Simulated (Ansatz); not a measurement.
Results of PBEsol in Ansatz (plane waves, PAW) for AlB2-type TiB₂.

Numerical settings: plane-wave cutoff 520 eV, 24×24×18 k mesh (along the axes of the cell as run), Fermi–Dirac smearing 0.05 eV, no spin polarisation, scalar-relativistic PAW data made under PBE.

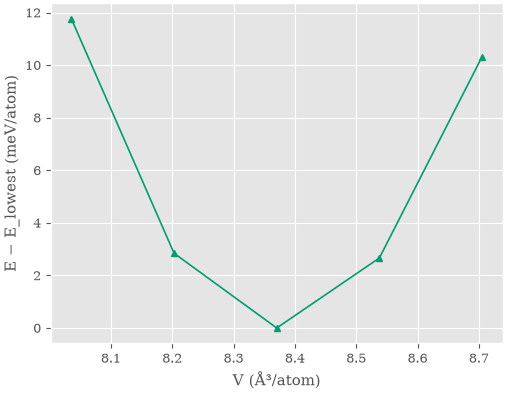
Total energy against volume

Task: From the curve, estimate the equilibrium volume and the bulk modulus.

Result: V0 ≈ 8.4 Å³/atom and B0 ≈ 260 GPa; the fit gives V0 = 8.370 Å³/atom, B0 = 263 GPa, B′ = 3.9.

Shape and atoms are relaxed at each volume.

Measured, for comparison: bulk modulus 240 GPa (room temperature, not corrected to a static lattice, our sources range from 233 to 250; as tabulated in Synthesis of Binary Transition Metal Nitrides, Carbides and Borides from the …). Computed (rounded) less measured: bulk modulus +10 % (+5 % to +13 % over the range). A static lattice is as a rule a little smaller and stiffer than an uncorrected measurement, which narrows the difference in the bulk modulus and would widen misses of the other sign.

Note: the bulk modulus comes from volumes at which shape and atoms were relaxed.

Computed values are for the static lattice.

Ansatz is a quantum-chemistry and plane-wave program.
